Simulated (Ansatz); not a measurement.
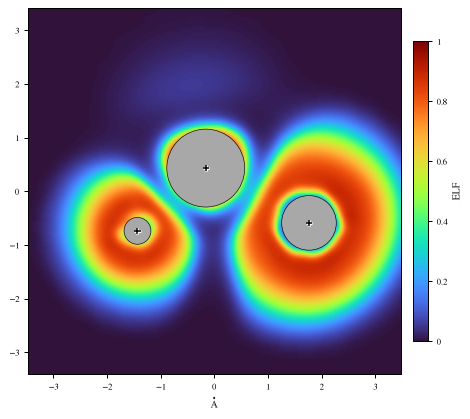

The ELF on a plane through atoms (crosses mark nuclei in the plane; grey discs cover the cores).

All numbers below come from RKS PBE0-D4/def2-TZVP (Ansatz 0.2.0).

Candidates:
A. Cl2F2Ti
B. LiNbO3
C. F2Zn

Which candidate gave the map?

Candidate A: Cl2F2Ti on the plane of atoms F3, Ti1 and Cl5, which holds Ti, F and Cl. Ti–F (1.73 Å): the ELF peaks at about 0.80 in the valence shell of F, 0.5 Å from its nucleus, and drops to about 0.25 between the two atoms. Ti–Cl (2.18 Å): the ELF peaks at about 0.85 in the valence shell of Cl, 0.8 Å from its nucleus, and is about 0.50 at the midpoint.
